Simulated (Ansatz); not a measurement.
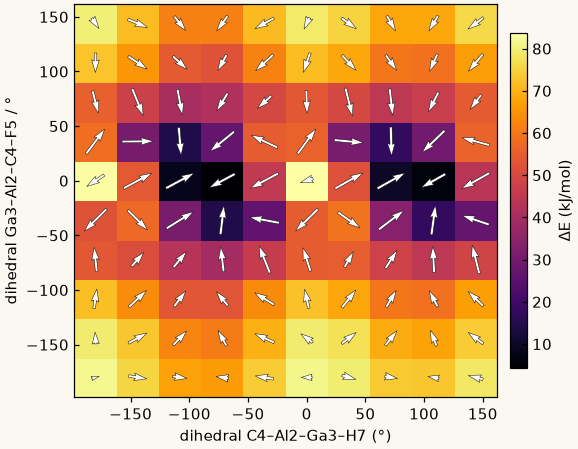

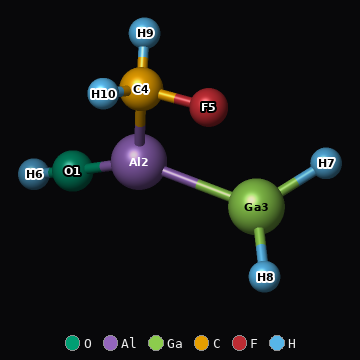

Energy landscape of CH5AlFGaO, SMILES [OH][Al]([GaH2])[CH2]F. Coordinates scanned: (1) dihedral C4–Al2–Ga3–H7; (2) dihedral Ga3–Al2–C4–F5. Nothing is relaxed (all other coordinates rigid). The scan uses a 10 × 10 grid. Points are written as (first, second). Energies: kJ/mol, counted from the relaxed molecule at the same level. Energies and slopes of some neighbouring points disagree (a jump in structure or state, or too coarse a mesh). Method: RKS BHLYP-D4/def2-SVP (Ansatz 0.2.0).

In the figure: one coloured cell a grid point, arrows along the force (downhill), their lengths compressed. The second picture is the structure at the lowest point.

**Summarise what can be read from the map.**

The lowest grid point is at (−72°, 0°), 4.4 kJ/mol from the relaxed molecule at the same level. Other grid points that lie below all their neighbours: (108°, 0°) (1.8 kJ/mol higher). The highest grid point, (0°, 0°), lies 79 kJ/mol above the lowest.

Time for the 100 points that were run: 10 min on 1 thread of Intel(R) Xeon(R) 6975P-C (Granite Rapids), with other jobs on the host.
